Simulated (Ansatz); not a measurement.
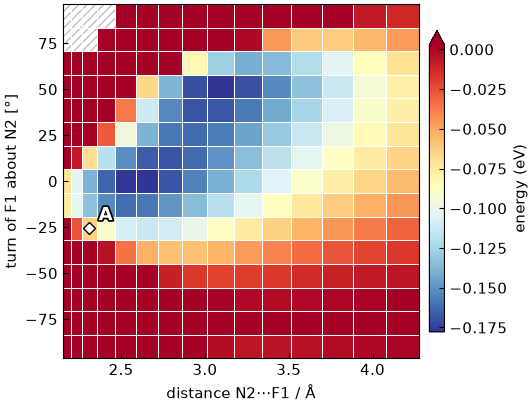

The pair F···N₂, charge −1. The turn is about an axis along (−0.98, 0.18, 0.00) in the frame of the relaxed pair, normal to the line between the partners. Coordinates scanned: (1) distance N2···F1; (2) turn of F1 about N2. The grid has 15 × 15 points. At 7 points there is no value. Points are written as (first, second). Energies: eV, counted from the ion and the molecule far apart, frozen as in the relaxed pair, each in its own basis (no counterpoise correction). Method: RKS B3LYP-D4/def2-TZVPD (Ansatz 0.2.0).

The picture shows one coloured cell a grid point, one colour for all values above the top of the scale, hatched blanks where no value was computed, the point A.

**Is A at rest? If not, where is it pushed?**

A, at (2.308 Å, −25.7°), is not a stationary point. The computed force is 0.37 eV for each Å towards larger values of distance N2···F1 and 0.0071 eV for each degree towards larger values of turn of F1 about N2.
